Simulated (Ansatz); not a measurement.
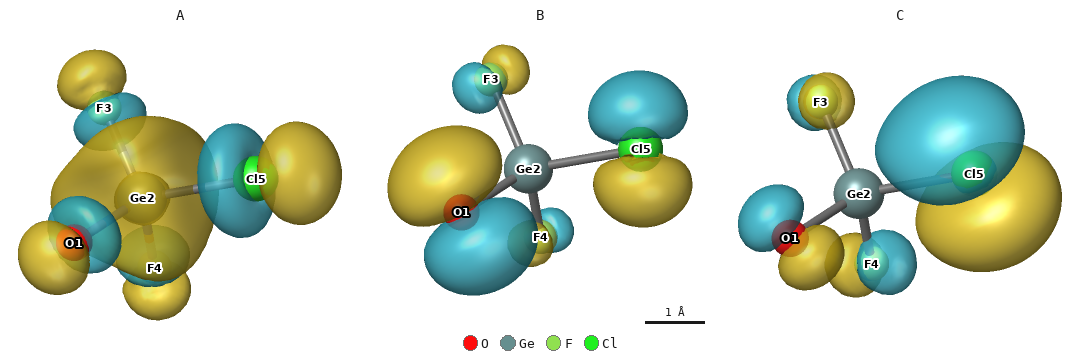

The picture shows: ClF2GeO (SMILES [O][Ge]([F])([F])[Cl]) (doublet). Three frontier orbitals at ±0.1 Å⁻³ᐟ² (yellow and cyan are the two phases), in no order.

Not at a stationary point (largest force 1.3 eV/Å).

All numbers below come from SCF PBE, Gaussian basis in Ansatz 0.2.0.

```xyz
5

O     1.0851   -0.8595    1.2479
Ge   -0.0377   -0.0840    0.0040
F    -1.7278   -0.1229    0.5592
F     0.1692   -0.9734   -1.4992
Cl    0.5611    1.9662   -0.3533
```

Order the three orbitals by energy and name them. All are α orbitals.

C is the HOMO−1 (α) (−8.83 eV). By Hirshfeld shares it lies mainly on Cl5 (about 75 %) and O1 (about 10 %); largely a lone pair of Cl5. B is the HOMO (α) (−8.51 eV). It lies mainly on O1 (about 70 %) and Cl5 (about 15 %); largely a lone pair of O1. A is the LUMO (α) (−3.50 eV). Its weight (Hirshfeld) is mainly on Ge2 (about 35 %), Cl5 (about 20 %), O1 (about 15 %), F3 (about 15 %) and F4 (about 10 %).

What is the gap between the highest occupied and lowest empty α orbitals?

5.01 eV between the orbital energies.
